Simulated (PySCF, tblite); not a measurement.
# C₁₈H₁₄: electronic excitations, NMR shifts

Wanted: electronic excitations, NMR shifts for C₁₈H₁₄.

Computed with tblite 0.8.0 and PySCF 2.14.0 and routines of our own; the level stands in each step. Atoms count from 0.

## 1. The system as given

32 atoms, charge 0, multiplicity 1; geometry from: force field, distance geometry or constructed start.

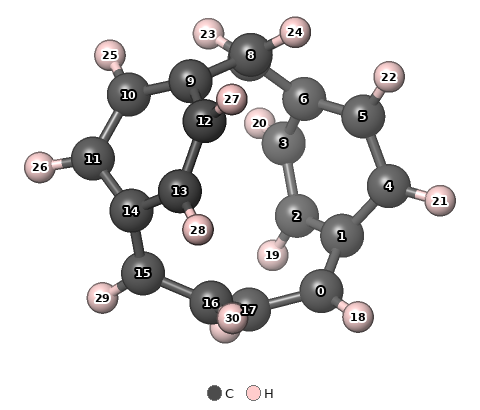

The starting geometry (carbon dark grey, hydrogen pink).

## 2. Relaxing the molecule with GFN2-xTB

The job: settings as JSON, then the geometry in Å.

```
{"job": {"kind": "relax", "xc": "GFN2-xTB", "basis": "xTB"}, "charge": 0, "multiplicity": 1}
C      2.468100     0.540700     0.851100
C      1.779900     1.723100     0.504700
C      1.483600     1.967000    -0.851700
C      0.187400     2.404400    -1.200000
C      0.955600     2.241900     1.538200
C     -0.402600     2.352100     1.191200
C     -0.777000     2.244800    -0.173800
C     -1.861200     1.428700    -0.510100
C     -2.281100     0.540400     0.511200
C     -2.231900    -0.817500     0.172100
C     -2.076900    -1.179800    -1.195900
C     -1.135100    -2.161600    -1.534800
C     -1.743500    -1.662900     1.198800
C     -0.588200    -2.391200     0.850000
C     -0.207200    -2.464200    -0.511400
C      1.135800    -2.250500    -0.846400
C      1.919900    -1.661700     0.171400
C      2.501500    -0.438100    -0.171500
H      2.924300     0.393100     1.830900
H      2.238800     1.828500    -1.620700
H     -0.054600     2.826000    -2.168000
H      1.342300     2.538800     2.510400
H     -1.148400     2.523800     1.971100
H     -2.352800     1.463600    -1.488900
H     -2.621900     0.893400     1.488300
H     -2.685900    -0.702000    -1.962000
H     -1.115200    -2.642900    -2.511300
H     -2.219700    -1.743800     2.170700
H     -0.000900    -2.887500     1.621400
H      1.547900    -2.512800    -1.825000
H      2.061000    -2.128800     1.145200
H      2.948800    -0.245600    -1.146100
```

The run is started by

```console
> OMP_NUM_THREADS=1 python large_run.py task.json out
```

This one command runs all jobs of the session in turn.

Standard output:

```text
step      E/eV     max force
  0   -1235.02071    3.412
  1   -1235.93311    1.702
  2   -1236.29991    1.159
  3   -1236.80304    0.796
  4   -1236.97398    0.633
  5   -1237.05074    0.562
  6   -1237.16984    0.462
  7   -1237.23369    0.396
  8   -1237.27465    0.331
  9   -1237.31907    0.420
 10   -1237.37009    0.422
 11   -1237.42583    0.399
 12   -1237.46054    0.270
 13   -1237.47757    0.260
 14   -1237.49002    0.196
 15   -1237.49886    0.163
 16   -1237.50529    0.126
 17   -1237.51024    0.104
 18   -1237.51430    0.108
 19   -1237.51740    0.093
 20   -1237.51915    0.060
 21   -1237.52006    0.048
 22   -1237.52079    0.050
 23   -1237.52155    0.048
 24   -1237.52225    0.045
 25   -1237.52275    0.036
 26   -1237.52313    0.032
 27   -1237.52349    0.036
 28   -1237.52384    0.032
 29   -1237.52416    0.029
 30   -1237.52449    0.036
 31   -1237.52491    0.037
 32   -1237.52544    0.043
 33   -1237.52595    0.044
 34   -1237.52632    0.030
 35   -1237.52656    0.024
 36   -1237.52678    0.026
 37   -1237.52701    0.032
 38   -1237.52725    0.030
 39   -1237.52751    0.035
 40   -1237.52782    0.041
 41   -1237.52814    0.033
 42   -1237.52840    0.033
 43   -1237.52856    0.025
 44   -1237.52868    0.018
```

Run time: 1.5 s. Hardware: 1 thread of Arm Neoverse N1, shared host; peak memory 0.16 GiB.

Relaxation path:

| step | energy from step 0 (eV) | largest force (eV/Å) |
| --- | --- | --- |
| 0 | 0.0000 | 3.4117 |
| 1 | -0.9124 | 1.7020 |
| 2 | -1.2792 | 1.1587 |
| 3 | -1.7823 | 0.7957 |
| 4 | -1.9533 | 0.6333 |
| 5 | -2.0300 | 0.5621 |
| 6 | -2.1491 | 0.4620 |
| 7 | -2.2130 | 0.3965 |
| 8 | -2.2539 | 0.3310 |
| 10 | -2.3494 | 0.4218 |
| 13 | -2.4569 | 0.2599 |
| 16 | -2.4846 | 0.1261 |
| 19 | -2.4967 | 0.0930 |
| 22 | -2.5001 | 0.0499 |
| 25 | -2.5020 | 0.0360 |
| 28 | -2.5031 | 0.0315 |
| 31 | -2.5042 | 0.0371 |
| 34 | -2.5056 | 0.0293 |
| 37 | -2.5063 | 0.0318 |
| 40 | -2.5071 | 0.0414 |
| 41 | -2.5074 | 0.0331 |
| 42 | -2.5077 | 0.0335 |
| 43 | -2.5078 | 0.0255 |
| 44 | -2.5080 | 0.0185 |

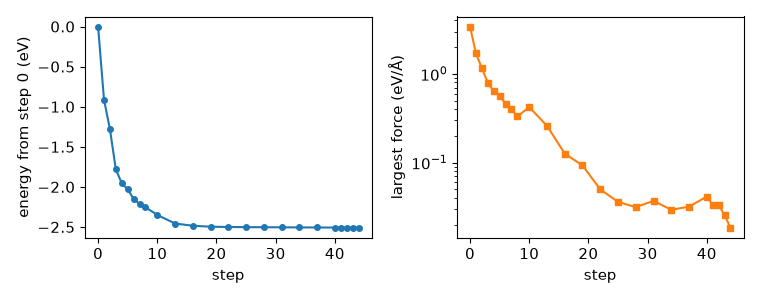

Energy and largest force along the relaxation.

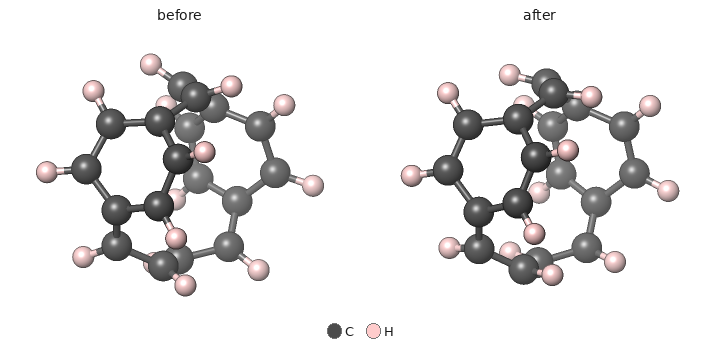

The geometry before (left) and after (right).

Close pairs (by a distance rule), those that changed most:

| bond | before (Å) | after (Å) | change (Å) |
| --- | --- | --- | --- |
| C2–C3 | 1.412 | 1.355 | -0.057 |
| C12–C13 | 1.410 | 1.355 | -0.055 |
| C4–C5 | 1.406 | 1.355 | -0.051 |
| C10–C11 | 1.402 | 1.355 | -0.047 |
| C1–C2 | 1.410 | 1.430 | +0.020 |
| C11–C14 | 1.414 | 1.434 | +0.020 |
| C7–C8 | 1.417 | 1.398 | -0.020 |
| C9–C12 | 1.417 | 1.434 | +0.017 |

The next job starts from the end point, and lists it.

## 3. Electronic excitations: TDA B3LYP/6-31G*

The job: settings as JSON, then the geometry in Å.

```
{"job": {"kind": "uv", "basis": "6-31G*", "grid": 1, "kgrid": 0, "vcut": 1.5, "nstates": 6, "ntriplets": 2, "tda": true, "delta": ["ip_vertical"], "pop": true, "xc": "B3LYP"}, "charge": 0, "multiplicity": 1}
C      2.558384     0.556879     0.745724
C      1.837849     1.714335     0.448039
C      1.470903     2.126296    -0.871389
C      0.184698     2.455690    -1.141954
C      1.000703     2.235541     1.488807
C     -0.306097     2.467848     1.216242
C     -0.799336     2.282436    -0.113179
C     -1.908661     1.501252    -0.445954
C     -2.369597     0.529823     0.446943
C     -2.273136    -0.823446     0.114079
C     -2.105222    -1.322731    -1.215357
C     -1.098935    -2.188079    -1.488102
C     -1.784874    -1.695159     1.142734
C     -0.716359    -2.483227     0.872036
C     -0.165536    -2.506997    -0.447521
C      1.186697    -2.333271    -0.745740
C      2.028418    -1.701820     0.178844
C      2.601469    -0.494331    -0.179010
H      2.640346     0.301618     1.795966
H      2.206063     2.084384    -1.660916
H     -0.134359     2.668535    -2.151516
H      1.369218     2.261788     2.503379
H     -1.000565     2.701254     2.009096
H     -2.067436     1.333208    -1.504540
H     -2.339753     0.759166     1.505476
H     -2.725610    -0.932287    -2.007884
H     -0.886422    -2.490549    -2.502649
H     -2.151320    -1.582837     2.152236
H     -0.218827    -3.026217     1.661367
H      1.436040    -2.235243    -1.796122
H      1.873343    -1.889124     1.233004
H      2.648783    -0.255773    -1.233128
```

With the program's defaults for keys left out, this is: TDA B3LYP/6-31G*, vertical, gas phase, core orbitals frozen in the response, virtual orbitals cut by energy.

Standard output:

```text
start: PBE on a coarse grid of 26441 points
cycle   1  E = -693.2579733438  dE =  2.938e+00  |g| = 7.894e-01  |ddm| = 6.042e+00
cycle   2  E = -693.1304217206  dE =  1.276e-01  |g| = 1.060e+00  |ddm| = 2.442e+00
cycle   3  E = -693.4340071833  dE = -3.036e-01  |g| = 1.736e-01  |ddm| = 1.619e+00
cycle   4  E = -693.4387864261  dE = -4.779e-03  |g| = 1.050e-01  |ddm| = 3.159e-01
cycle   5  E = -693.4414276721  dE = -2.641e-03  |g| = 5.507e-02  |ddm| = 1.993e-01
cycle   6  E = -693.4424343314  dE = -1.007e-03  |g| = 2.158e-02  |ddm| = 9.832e-02
cycle   7  E = -693.4425743074  dE = -1.400e-04  |g| = 7.158e-03  |ddm| = 3.131e-02
final grid: 115281 points
cycle   8  E = -694.1262689511  dE = -5.326e-03  |g| = 2.659e-02  |ddm| = 2.853e-01
cycle   9  E = -694.1261670258  dE =  1.019e-04  |g| = 3.413e-02  |ddm| = 9.186e-02
cycle  10  E = -694.1264567070  dE = -2.897e-04  |g| = 1.081e-02  |ddm| = 4.903e-02
cycle  11  E = -694.1264851476  dE = -2.844e-05  |g| = 4.833e-03  |ddm| = 1.817e-02
cycle  12  E = -694.1264912533  dE = -6.106e-06  |g| = 2.404e-03  |ddm| = 9.043e-03
cycle  13  E = -694.1264938501  dE = -2.597e-06  |g| = 5.261e-04  |ddm| = 3.650e-03
cycle  14  E = -694.1264929859  dE =  8.641e-07  |g| = 1.648e-04  |ddm| = 8.537e-04
cycle  15  E = -694.1264932490  dE = -2.631e-07  |g| = 8.397e-05  |ddm| = 3.994e-04
converged SCF energy = -694.1264932490
Vertical ionisation energy (delta-SCF) = 6.3286 eV   <S^2> = 0.777

Static polarisability (au): isotropic 200.785, principal 156.239 218.733 227.383

Singlet excitations
state   eV       nm        f      main configurations
  1   2.5625    483.8   0.00002   H->L+1 0.51, H-1->L 0.49
  2   2.9752    416.7   0.00264   H-1->L+1 0.52, H->L 0.46
  3   3.9998    310.0   0.04240   H->L+2 0.85
  4   4.0642    305.1   0.08685   H-1->L+2 0.82
  5   4.3162    287.3   0.44884   H-1->L 0.30, H->L+1 0.28, H-1->L+5 0.08
  6   4.3386    285.8   0.53146   H->L+3 0.30, H->L 0.20, H-1->L+1 0.19

Triplet excitations (Tamm-Dancoff, eV): 1.9243 2.2504
```

It took 2.5 min on 1 thread of Arm Neoverse N1, shared host; peak memory 0.61 GiB.

The orbitals next to the gap, with their largest atomic shares:

| orbital | eV | atoms |
| --- | --- | --- |
| HOMO−4 | -7.41 | C17 14 %, C16 13 %, C8 13 % |
| HOMO−3 | -6.84 | C10 15 %, C5 15 %, C11 12 % |
| HOMO−2 | -6.78 | C2 14 %, C13 14 %, C3 14 % |
| HOMO−1 | -4.82 | C14 12 %, C1 12 %, C7 10 % |
| HOMO | -4.77 | C15 13 %, C0 13 %, C6 11 % |
| LUMO | -1.33 | C0 12 %, C15 12 %, C6 10 % |
| LUMO+1 | -1.30 | C8 11 %, C7 11 %, C14 11 % |
| LUMO+2 | -0.02 | C12 11 %, C3 11 %, C11 10 % |
| LUMO+3 | 0.33 | C3 13 %, C12 13 %, C4 11 % |

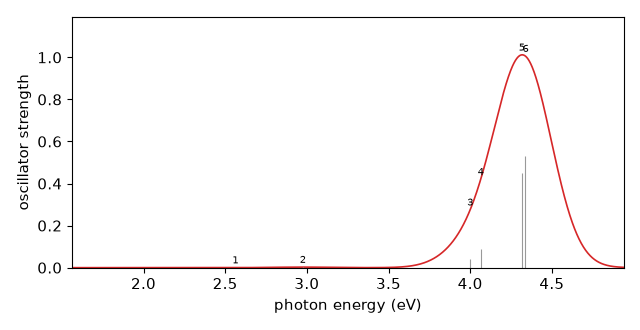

Absorption spectrum from the 6 singlet states computed; above the last one it falls off for lack of states. Lines are broadened to a width of 0.40 eV (Gaussian).

Ground-state properties from the same run:

| property | computed |
| --- | --- |
| dipole moment (D) | 0.09 |
| polarisability (Å³) | 29.75 |
| HOMO–LUMO gap (eV) | 3.44 |
| −ε(HOMO) (eV) | 4.77 |

## 4. NMR shifts: GIAO KT3/pcSseg-1

The job, as its differences from that of step 3:

```diff
@@ -1,2 +1,2 @@
-{"job": {"kind": "uv", "basis": "6-31G*", "grid": 1, "kgrid": 0, "vcut": 1.5, "nstates": 6, "ntriplets": 2, "tda": true, "delta": ["ip_vertical"], "pop": true, "xc": "B3LYP"}, "charge": 0, "multiplicity": 1}
+{"job": {"kind": "nmr", "xc": "KT3", "basis": "pcSseg-1", "pop": false}, "charge": 0, "multiplicity": 1}
 C      2.558384     0.556879     0.745724
```

Level: GIAO KT3/pcSseg-1 NMR shielding, non-relativistic, gas phase.

Standard output:

```text
start: PBE on a coarse grid of 26441 points
cycle   1  E = -692.8682119169  dE =  2.894e+00  |g| = 7.630e-01  |ddm| = 5.884e+00
cycle   2  E = -692.7239091337  dE =  1.443e-01  |g| = 1.076e+00  |ddm| = 2.148e+00
cycle   3  E = -693.0283326292  dE = -3.044e-01  |g| = 1.750e-01  |ddm| = 1.520e+00
cycle   4  E = -693.0325731655  dE = -4.241e-03  |g| = 1.110e-01  |ddm| = 3.148e-01
cycle   5  E = -693.0356269660  dE = -3.054e-03  |g| = 5.569e-02  |ddm| = 1.944e-01
cycle   6  E = -693.0366209450  dE = -9.940e-04  |g| = 2.253e-02  |ddm| = 9.210e-02
cycle   7  E = -693.0367707165  dE = -1.498e-04  |g| = 6.793e-03  |ddm| = 2.987e-02
final grid: 244636 points
cycle   8  E = -705.6350086414  dE = -4.208e-02  |g| = 2.801e-02  |ddm| = 7.001e-01
cycle   9  E = -705.6346407670  dE =  3.679e-04  |g| = 4.528e-02  |ddm| = 8.913e-02
cycle  10  E = -705.6351333658  dE = -4.926e-04  |g| = 1.861e-02  |ddm| = 6.603e-02
cycle  11  E = -705.6351922159  dE = -5.885e-05  |g| = 1.121e-02  |ddm| = 3.155e-02
cycle  12  E = -705.6352328381  dE = -4.062e-05  |g| = 4.238e-03  |ddm| = 1.937e-02
cycle  13  E = -705.6352395730  dE = -6.735e-06  |g| = 8.116e-04  |ddm| = 6.060e-03
cycle  14  E = -705.6352421174  dE = -2.544e-06  |g| = 3.737e-04  |ddm| = 1.277e-03
cycle  15  E = -705.6352405975  dE =  1.520e-06  |g| = 2.110e-04  |ddm| = 6.771e-04
cycle  16  E = -705.6352398545  dE =  7.431e-07  |g| = 7.028e-05  |ddm| = 3.623e-04
converged SCF energy = -705.6352398545

GIAO shielding tensors (ppm)
atom      isotropic    diamagn.    paramagn.     s11        s22        s33       span
  0 C       46.817     267.674    -220.857    -47.628     49.228    138.852    186.480
  1 C       30.783     268.805    -238.021    -67.549      3.078    156.821    224.370
  2 C       65.872     258.108    -192.236    -27.544     61.511    163.651    191.195
  3 C       56.917     260.952    -204.034    -32.650     51.988    151.413    184.063
  4 C       55.164     260.245    -205.080    -34.825     51.337    148.981    183.806
  5 C       69.083     258.091    -189.008    -19.943     63.947    163.246    183.189
  6 C       31.867     268.107    -236.240    -61.287      2.478    154.410    215.696
  7 C       26.193     268.960    -242.767    -82.068     14.935    145.713    227.781
  8 C       26.208     268.955    -242.747    -82.042     14.942    145.724    227.766
  9 C       31.881     268.119    -236.238    -61.284      2.499    154.428    215.712
 10 C       69.116     258.088    -188.972    -19.876     63.968    163.258    183.134
 11 C       55.179     260.216    -205.037    -34.788     51.339    148.986    183.774
 12 C       56.941     260.930    -203.988    -32.632     52.002    151.453    184.084
 13 C       65.905     258.113    -192.208    -27.507     61.549    163.672    191.179
 14 C       30.782     268.816    -238.034    -67.548      3.060    156.835    224.384
 15 C       46.826     267.648    -220.822    -47.604     49.230    138.853    186.457
 16 C       34.283     269.123    -234.840    -76.417     26.756    152.511    228.928
 17 C       34.298     269.116    -234.818    -76.397     26.777    152.513    228.910
 18 H       27.903      39.282     -11.379     20.805     28.576     34.329     13.524
 19 H       27.395      34.884      -7.488     21.244     26.016     34.926     13.683
 20 H       27.070      35.529      -8.459     21.532     26.095     33.584     12.052
 21 H       26.411      35.019      -8.608     20.802     26.306     32.126     11.324
 22 H       26.754      34.704      -7.950     20.633     26.162     33.469     12.836
 23 H       29.165      40.726     -11.560     21.083     29.864     36.549     15.466
 24 H       29.166      40.726     -11.559     21.084     29.866     36.550     15.466
 25 H       26.755      34.704      -7.948     20.634     26.162     33.470     12.837
 26 H       26.412      35.013      -8.601     20.803     26.307     32.126     11.323
 27 H       27.075      35.530      -8.455     21.536     26.100     33.588     12.052
 28 H       27.398      34.890      -7.492     21.248     26.018     34.928     13.679
 29 H       27.903      39.274     -11.371     20.808     28.576     34.326     13.518
 30 H       29.346      40.371     -11.025     20.396     30.026     37.617     17.221
 31 H       29.344      40.369     -11.025     20.396     30.024     37.612     17.216
```

It took 80 s on 1 thread of Arm Neoverse N1, shared host; peak memory 0.64 GiB.

The references, computed at this level on geometries of the same kind, shield at (ppm): ¹H TMS 31.76, ¹³C TMS 184.7. Their shielding less the atom's gives the shift. The references are single molecules in the gas phase. Atoms listed in one row are averaged.

| atoms | environment | σ (ppm) | δ (ppm) |
| --- | --- | --- | --- |
| C7, C8 | carbon bonded to 2 C, H | 26.2 | 158.5 |
| C1, C14 | carbon bonded to 3 C | 30.8 | 153.9 |
| C6, C9 | carbon bonded to 3 C | 31.9 | 152.8 |
| C16, C17 | carbon bonded to 2 C, H | 34.3 | 150.4 |
| C0, C15 | carbon bonded to 2 C, H | 46.8 | 137.9 |
| C4, C11 | carbon bonded to 2 C, H | 55.2 | 129.6 |
| C3, C12 | carbon bonded to 2 C, H | 56.9 | 127.8 |
| C2, C13 | carbon bonded to 2 C, H | 65.9 | 118.8 |
| C5, C10 | carbon bonded to 2 C, H | 69.1 | 115.6 |
| H21, H26 | hydrogen on a carbon bonded to 2 C | 26.41 | 5.35 |
| H22, H25 | hydrogen on a carbon bonded to 2 C | 26.75 | 5.01 |
| H20, H27 | hydrogen on a carbon bonded to 2 C | 27.07 | 4.69 |
| H19, H28 | hydrogen on a carbon bonded to 2 C | 27.40 | 4.36 |
| H18, H29 | hydrogen on a carbon bonded to 2 C | 27.90 | 3.86 |
| H23, H24 | hydrogen on a carbon bonded to 2 C | 29.17 | 2.59 |
| H30, H31 | hydrogen on a carbon bonded to 2 C | 29.35 | 2.41 |

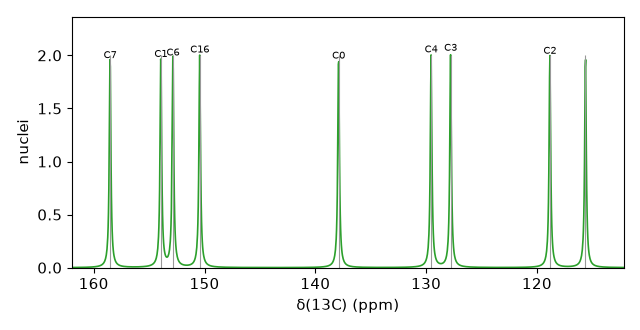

¹³C lines at the computed shifts, without couplings. Lines are broadened to a width of 0.17 ppm (Lorentzian).

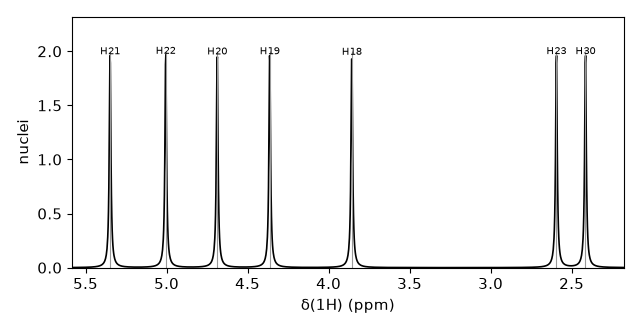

¹H lines at the computed shifts, without couplings. Lines are broadened to a width of 0.01 ppm (Lorentzian).

Ring of atoms C1, C2, C3, C4, C5, C6: NICS(0) -10.3, NICS(1) -13.2, NICS(1)zz -13.6 ppm (means of both faces; NICS(1) differs between them: -19.8 and -6.7).

## 5. Summary of results

| quantity | value |
| --- | --- |
| lowest singlet (B3LYP/6-31G*) | 2.56 eV (484 nm), f = 0.000 |
| brightest single state of those computed | state 6, 4.34 eV, f = 0.531 |
| lowest triplet | 1.92 eV |
| ¹³C shifts against TMS (KT3/pcSseg-1, means over atoms taken as alike) | 158.5, 153.9, 152.8, 150.4, 137.9, 129.6, 127.8, 118.8, 115.6 ppm |
| ¹H shifts against TMS (KT3/pcSseg-1, means over atoms taken as alike) | 5.35, 5.01, 4.69, 4.36, 3.86, 2.59, 2.41 ppm |

The lowest singlet, at 2.56 eV, is HOMO→LUMO+1 0.51, HOMO−1→LUMO 0.49 and is dark; of the 6 states computed, the strongest absorption comes from states 5 to 6 together at 4.34 eV (the last computed, so partners may be missing). The lowest triplet lies 0.64 eV below the lowest singlet.
